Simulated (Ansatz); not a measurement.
## Frequency calculation of TaH3Cl3OF

System: TaH3Cl3OF.
Method: RHF/def2-SVP (Ansatz 0.2.0).

It belongs to a series of runs on one base structure; here: vibrations at the highest image of the band.

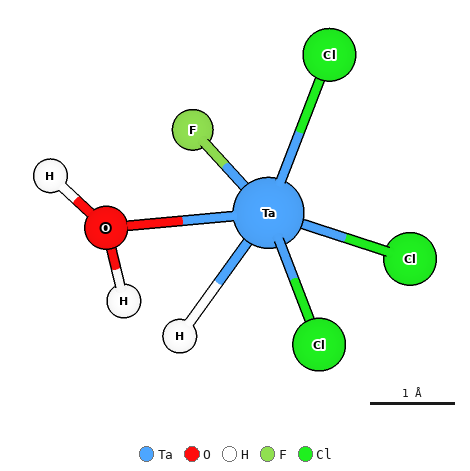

The input geometry (ball-and-stick view, seen at a tilt). Sticks mark near contacts.

Key numbers

- outcome: converged
- total energy: −43825.2793 eV
- mean-field energy: −43825.2793 eV
- largest force (length of the vector): 0.024 eV/Å
- hardware: 2 threads of AMD EPYC (Zen 3), 32 GiB of memory available, shared host
- wall time: 2.5 min (CPU time 4.7 min)
- peak memory: 0.34 GiB

The input
```yaml
crystal:
  periodic: [false, false, false]
  atoms:
    - { symbol: Ta, position_ang: [-0.036529, -0.251925, -0.170107] }
    - { symbol: O, position_ang: [2.028409, -0.013778, -0.259832] }
    - { symbol: H, position_ang: [2.520144, 0.120462, 0.542947] }
    - { symbol: F, position_ang: [0.381152, -0.677752, 1.617359] }
    - { symbol: Cl, position_ang: [-0.019111, -0.022552, -2.490394] }
    - { symbol: Cl, position_ang: [-0.702369, 1.908714, 0.339837] }
    - { symbol: Cl, position_ang: [-1.948183, -1.541189, -0.100867] }
    - { symbol: H, position_ang: [0.98782, -1.889962, -0.52123] }
    - { symbol: H, position_ang: [1.729368, -1.208417, -0.430913] }
basis:
  gaussian: { orbitals: def2-SVP }
hamiltonian:
  xc: hf
phonons: {}
```

Command:
```bash
ansatz run input.yaml --threads 2 --pin off --max-ram 3072MiB --backend cpu --events-out ev --progress --plain --runs-dir out
```

Log
```
Engine: ansatz 0.2.0, x86_64-unknown-linux-gnu
Functional definition: HF
  exchange = exact_x
  correlation = 0
1309 factors; integrals over basis functions are off by at most 3.3e-4 eV
mean field evaluation 1: about -43818.4090 eV, gradient 5.5e1 eV
mean field evaluation 2: about -43818.5929 eV, gradient 5.5e1 eV
mean field evaluation 4: about -43825.2051 eV, gradient 4.0e0 eV
mean field evaluation 8: about -43825.2779 eV, gradient 5.5e-1 eV
mean field -43825.27932669 eV, -1610.5493094147 hartree, gradient 6.7e-5 eV, S^2 0.000000; 0 other end points of the search recorded, 0 dependent functions left out
the calculation of the forces begins
reference -43825.27932669 eV, -1610.5493094147 hartree; 42, 42 occupied and 87, 87 virtual orbitals, 1309 factors
these checks for a lower state are left out or cut short: stability, starts, cluster_reference, orbital_swaps, neighbouring_geometries, increment
1309 factors; integrals over basis functions are off by at most 3.3e-4 eV
mean field evaluation 16: about -43825.2757 eV, gradient 1.2e0 eV
mean field -43825.27925425 eV, -1610.5493067524 hartree, gradient 2.7e-6 eV, S^2 0.000000; 0 other end points of the search recorded, 0 dependent functions left out
[... from here on the field's lines of each further geometry are left out, up to the last ...]
the calculation of the forces begins
reference -43825.27930331 eV, -1610.5493085554 hartree; 42, 42 occupied and 87, 87 virtual orbitals, 1309 factors
these checks for a lower state are left out or cut short: stability, starts, cluster_reference, orbital_swaps, neighbouring_geometries, increment
1309 factors; integrals over basis functions are off by at most 3.3e-4 eV
mean field -43825.27931451 eV, -1610.5493089670 hartree, gradient 2.2e-6 eV, S^2 0.000000; 0 other end points of the search recorded, 0 dependent functions left out
the calculation of the forces begins
reference -43825.27931451 eV, -1610.5493089670 hartree; 42, 42 occupied and 87, 87 virtual orbitals, 1309 factors
WARN: phonons: modes at or below zero, which the zero-point energy, F, S and C_V leave out: 1, the lowest at -1813.58 cm⁻¹. A minimum has none, and a first-order saddle one
Total energy: -43825.27932669 eV, -1610.5493094147 hartree
Atom 0 at    -0.036529    -0.251925    -0.170107 Å, force     0.013988     0.018887    -0.000325 eV/Å
Atom 1 at     2.028409    -0.013778    -0.259832 Å, force    -0.010611     0.007587     0.011503 eV/Å
Atom 2 at     2.520144     0.120462     0.542947 Å, force     0.006761     0.003128    -0.004046 eV/Å
Atom 3 at     0.381152    -0.677752     1.617359 Å, force    -0.000039    -0.004258    -0.001187 eV/Å
Atom 4 at    -0.019111    -0.022552    -2.490394 Å, force    -0.001898     0.001433    -0.003458 eV/Å
Atom 5 at    -0.702369     1.908714     0.339837 Å, force     0.001956    -0.008883    -0.003617 eV/Å
Atom 6 at    -1.948183    -1.541189    -0.100867 Å, force    -0.007402    -0.003821     0.001183 eV/Å
Atom 7 at     0.987820    -1.889962    -0.521230 Å, force     0.000247    -0.007453     0.002186 eV/Å
Atom 8 at     1.729368    -1.208417    -0.430913 Å, force    -0.003002    -0.006620    -0.002238 eV/Å
Dipole moment:     0.459248    -0.049784     0.191424 e Å
Vibrations: -1813.58 82.24 105.84 142.13 153.04 174.45 192.36 273.25 377.41 399.69 406.79 493.68 567.33 676.59 711.18 747.77 1183.98 1492.11 1878.10 2006.18 4113.57 cm⁻¹, zero-point energy 1.002889 eV
```

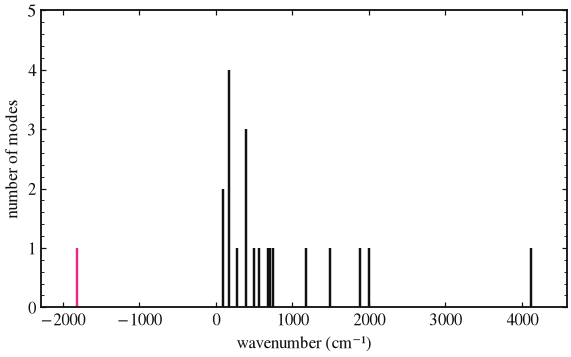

Harmonic vibrational wavenumbers from the force constants; neighbouring modes closer than 27 cm⁻¹ are counted in one stick, and imaginary ones are drawn at negative wavenumbers. 21 modes from 1814i to 4114 cm⁻¹, 1 imaginary beyond 8i (1814i cm⁻¹): a first-order saddle point, if the geometry is stationary.
